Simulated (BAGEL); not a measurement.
**C3H9Ga (trimethylgallium (TMGa)): a chain of runs**

Wanted: the energy (HF/def2-SVP), then a single-point energy (NEVPT2(2,2)/def2-SVP) of C3H9Ga (trimethylgallium (TMGa)). 

The results are computed with BAGEL 1.2.2.

1 further run of the same task is left out (set aside as unsound or not needed).

## (1) The system as given

C3H9Ga has 13 atoms, charge 0, and is taken as a singlet. As SMILES, `C[Ga](C)C`. One bond was lengthened or shortened from a relaxed shape.

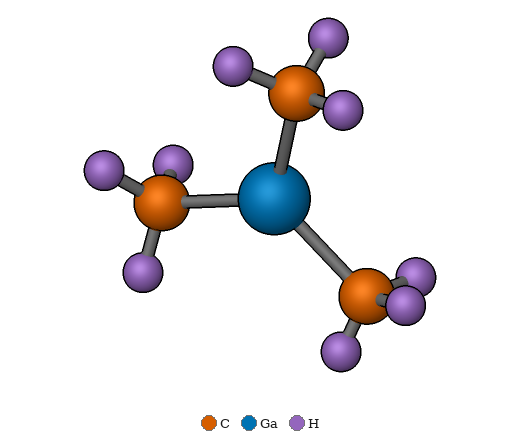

The structure, seen from a chosen angle (carbon orange, gallium blue, hydrogen purple).

## (2) The energy at HF/def2-SVP (density fitting with svp-jkfit) (run 1)

Contents of hf.json:

```json
{ "bagel" : [

{
  "title" : "molecule",
  "basis" : "svp",
  "df_basis" : "svp-jkfit",
  "angstrom" : false,
  "geometry" : [
    { "atom" : "C", "xyz" : [ -0.56709547,  2.88665492, -1.80948835 ] },
    { "atom" : "Ga", "xyz" : [  0.22197857, -0.28422993, -0.00158737 ] },
    { "atom" : "C", "xyz" : [  2.81723394, -0.28766923,  2.68352448 ] },
    { "atom" : "C", "xyz" : [ -1.69752964, -3.39641988, -0.75706208 ] },
    { "atom" : "H", "xyz" : [  1.10075791,  4.08247361, -2.02782731 ] },
    { "atom" : "H", "xyz" : [ -1.95092302,  3.96920343, -0.71458104 ] },
    { "atom" : "H", "xyz" : [ -1.39054363,  2.54045710, -3.66913004 ] },
    { "atom" : "H", "xyz" : [  4.33440056,  1.05475442,  2.28964886 ] },
    { "atom" : "H", "xyz" : [  3.63709162, -2.15870596,  2.97242581 ] },
    { "atom" : "H", "xyz" : [  1.94743080,  0.28601383,  4.47241482 ] },
    { "atom" : "H", "xyz" : [ -2.32652498, -3.45929107, -2.72137569 ] },
    { "atom" : "H", "xyz" : [ -3.39348325, -3.45458565,  0.42887334 ] },
    { "atom" : "H", "xyz" : [ -0.77093267, -4.84429402, -0.40908791 ] }
  ]
},
{ "title" : "hf" },
{ "title" : "print", "file" : "orbitals.molden", "orbitals" : true }

]}
```

Launch:

```sh
$ BAGEL_NUM_THREADS=1 BAGEL hf.json > hf.out
```

Standard output:

```text
* using 1 threads per process

  ===============================================================
  ===============================================================

  *** Geometry ***

  { "atom" : "C", "xyz" : [     -0.567095,      2.886655,     -1.809488 ] },
  { "atom" : "Ga", "xyz" : [      0.221979,     -0.284230,     -0.001587 ] },
  { "atom" : "C", "xyz" : [      2.817234,     -0.287669,      2.683524 ] },
  { "atom" : "C", "xyz" : [     -1.697530,     -3.396420,     -0.757062 ] },
  { "atom" : "H", "xyz" : [      1.100758,      4.082474,     -2.027827 ] },
  { "atom" : "H", "xyz" : [     -1.950923,      3.969203,     -0.714581 ] },
  { "atom" : "H", "xyz" : [     -1.390544,      2.540457,     -3.669130 ] },
  { "atom" : "H", "xyz" : [      4.334401,      1.054754,      2.289649 ] },
  { "atom" : "H", "xyz" : [      3.637092,     -2.158706,      2.972426 ] },
  { "atom" : "H", "xyz" : [      1.947431,      0.286014,      4.472415 ] },
  { "atom" : "H", "xyz" : [     -2.326525,     -3.459291,     -2.721376 ] },
  { "atom" : "H", "xyz" : [     -3.393483,     -3.454586,      0.428873 ] },
  { "atom" : "H", "xyz" : [     -0.770933,     -4.844294,     -0.409088 ] },

  Number of auxiliary basis functions:      653

  Since a DF basis is specified, we compute 2- and 3-index integrals:
    o Being stored without compression. Storage requirement is 0.074 GB

  Number of basis functions:      119
  Number of electrons      :       58

    * METHOD: MOLECULE                             0.59

  *** RHF ***

  === Nuclear Repulsion ===
   271.2535185802

      * DIIS with orbital gradients will be used.

  === RHF iteration (svp) ===
      0      -2041.51960897          0.01473058           0.24
      1      -2041.69997416          0.00631750           0.22
      2      -2041.73289691          0.00112913           0.22
      3      -2041.73442250          0.00048457           0.23
      4      -2041.73460456          0.00005245           0.23
      5      -2041.73461016          0.00001198           0.22
      6      -2041.73461037          0.00000268           0.23
      7      -2041.73461038          0.00000081           0.22
      8      -2041.73461039          0.00000026           0.22
      9      -2041.73461039          0.00000009           0.23
     10      -2041.73461039          0.00000004           0.22
     11      -2041.73461039          0.00000002           0.22
     12      -2041.73461039          0.00000000           0.23
    * SCF iteration converged.

    * Permanent dipole moment:
           (   -0.002715,     0.031901,    -0.015922) a.u.

    * METHOD: HF                                   3.41

    * METHOD: PRINT                                0.04

  ===============================================================
```

Run time: 4.2 s. Hardware: 1 thread of Arm Neoverse V1, shared host; peak memory 0.24 GiB.

## (3) A single-point energy at NEVPT2(2,2)/def2-SVP (density fitting with svp-jkfit) (run 2)

Contents of calc.json:

```json
{ "bagel": [

{
  "title": "molecule",
  "basis": "svp",
  "df_basis": "svp-jkfit",
  "angstrom": false,
  "geometry": [
    { "atom": "C", "xyz": [    -0.56709547,     2.88665492,    -1.80948835 ] },
    { "atom": "Ga", "xyz": [     0.22197857,    -0.28422993,    -0.00158737 ] },
    { "atom": "C", "xyz": [     2.81723394,    -0.28766923,     2.68352448 ] },
    { "atom": "C", "xyz": [    -1.69752964,    -3.39641988,    -0.75706208 ] },
    { "atom": "H", "xyz": [     1.10075791,     4.08247361,    -2.02782731 ] },
    { "atom": "H", "xyz": [    -1.95092302,     3.96920343,    -0.71458104 ] },
    { "atom": "H", "xyz": [    -1.39054363,     2.54045710,    -3.66913004 ] },
    { "atom": "H", "xyz": [     4.33440056,     1.05475442,     2.28964886 ] },
    { "atom": "H", "xyz": [     3.63709162,    -2.15870596,     2.97242581 ] },
    { "atom": "H", "xyz": [     1.94743080,     0.28601383,     4.47241482 ] },
    { "atom": "H", "xyz": [    -2.32652498,    -3.45929107,    -2.72137569 ] },
    { "atom": "H", "xyz": [    -3.39348325,    -3.45458565,     0.42887334 ] },
    { "atom": "H", "xyz": [    -0.77093267,    -4.84429402,    -0.40908791 ] }
  ]
},

{
  "title": "hf"
},

{
  "title": "nevpt2",
  "nstate": 1,
  "nact": 2,
  "nclosed": 28,
  "active": [21, 42],
  "maxiter": 200,
  "natocc": true,
  "ncore": 12
},

{
  "title": "print",
  "file": "orbitals.molden",
  "orbitals": true
}

]}
```

Launch:

```sh
$ BAGEL_NUM_THREADS=1 BAGEL calc.json > calc.out
```

Standard output:

```text
* using 1 threads per process

  ===============================================================
  ===============================================================

  *** Geometry ***

  { "atom" : "C", "xyz" : [     -0.567095,      2.886655,     -1.809488 ] },
  { "atom" : "Ga", "xyz" : [      0.221979,     -0.284230,     -0.001587 ] },
  { "atom" : "C", "xyz" : [      2.817234,     -0.287669,      2.683524 ] },
  { "atom" : "C", "xyz" : [     -1.697530,     -3.396420,     -0.757062 ] },
  { "atom" : "H", "xyz" : [      1.100758,      4.082474,     -2.027827 ] },
  { "atom" : "H", "xyz" : [     -1.950923,      3.969203,     -0.714581 ] },
  { "atom" : "H", "xyz" : [     -1.390544,      2.540457,     -3.669130 ] },
  { "atom" : "H", "xyz" : [      4.334401,      1.054754,      2.289649 ] },
  { "atom" : "H", "xyz" : [      3.637092,     -2.158706,      2.972426 ] },
  { "atom" : "H", "xyz" : [      1.947431,      0.286014,      4.472415 ] },
  { "atom" : "H", "xyz" : [     -2.326525,     -3.459291,     -2.721376 ] },
  { "atom" : "H", "xyz" : [     -3.393483,     -3.454586,      0.428873 ] },
  { "atom" : "H", "xyz" : [     -0.770933,     -4.844294,     -0.409088 ] },

  Number of auxiliary basis functions:      653

  Since a DF basis is specified, we compute 2- and 3-index integrals:
    o Being stored without compression. Storage requirement is 0.074 GB

  Number of basis functions:      119
  Number of electrons      :       58

    * METHOD: MOLECULE                             0.59

  *** RHF ***

  === Nuclear Repulsion ===
   271.2535185802

      * DIIS with orbital gradients will be used.

  === RHF iteration (svp) ===
      0      -2041.51960897          0.01473058           0.23
      1      -2041.69997416          0.00631750           0.21
      2      -2041.73289691          0.00112913           0.22
      3      -2041.73442250          0.00048457           0.22
      4      -2041.73460456          0.00005245           0.21
      5      -2041.73461016          0.00001198           0.22
      6      -2041.73461037          0.00000268           0.22
      7      -2041.73461038          0.00000081           0.21
      8      -2041.73461039          0.00000026           0.22
      9      -2041.73461039          0.00000009           0.22
     10      -2041.73461039          0.00000004           0.22
     11      -2041.73461039          0.00000002           0.22
     12      -2041.73461039          0.00000000           0.22
    * SCF iteration converged.

    * Permanent dipole moment:
           (   -0.002715,     0.031901,    -0.015922) a.u.

    * METHOD: HF                                   3.30

    * freezing 12 orbitals
  ---------------------------
      CASSCF calculation
  ---------------------------

    ==== Active orbitals : =====
         Orbital 21
         Orbital 42
    ============================

    * nstate   :      1
    * nclosed  :     28
    * nact     :      2
    * nvirt    :     89
  === CASSCF iteration (svp) ===

    * Using the second-order algorithm

      0  0     -2041.73470059     2.10e-05      0.06

      1  0     -2041.73663612     2.37e-04      0.83

      2  0     -2041.74536757     3.40e-04      1.16

      3  0     -2041.74596977     3.15e-05      1.31

      4  0     -2041.74597950     8.02e-06      1.29

      5  0     -2041.74597961     1.91e-06      1.33

      6  0     -2041.74597961     4.81e-07      1.32

      7  0     -2041.74597961     1.22e-07      1.43

      8  0     -2041.74597961     3.05e-08      1.29

      9  0     -2041.74597961     7.61e-09      1.27

    * Second-order optimization converged. *

     guess   0:   closed 1.                   open ..

  === FCI iteration ===

      0  0     -2041.73452569     8.15e-02      0.00
      1  0     -2041.74597772     7.83e-04      0.00
      2  0 *   -2041.74597961     1.20e-15      0.00

     * ci vector, state   0, <S^2> = 0.0000
       2.     0.9975393017
       .2    -0.0701094975

  === DF-NEVPT2 calculation ===

    * 3-index integral transformation done
    * assembly done

      NEVPT2 correlation energy:   -0.6432839523      0.60

          (+0)     -0.5905855964
          (+0)'    -0.0145030652
          (+1)     -0.0025216422
          (+1)'    -0.0000000000
          (+2)     -0.0001269950
          (-1)     -0.0249864082
          (-1)'     0.0000000000
          (-2)     -0.0105602453

      NEVPT2 total energy:       -2042.3892635637

    * METHOD: NEVPT2                              12.86

    * METHOD: PRINT                                0.04

  ===============================================================
```

Wall time 17 s (1 thread of Arm Neoverse V1, shared host); peak memory 0.24 GiB.

## (4) Summary of results

| quantity | value |
| --- | --- |
| run 1, HF/def2-SVP: total energy | -2041.73461 Eh |
| run 1, HF/def2-SVP: dipole moment | 0.09 D |
| run 1, HF/def2-SVP: HOMO energy | -10.32 eV |
| run 1, HF/def2-SVP: LUMO energy | 2.39 eV |
| run 1, HF/def2-SVP: HOMO–LUMO gap | 12.71 eV |
| run 2, NEVPT2(2,2)/def2-SVP: total energy | -2042.38926 Eh |
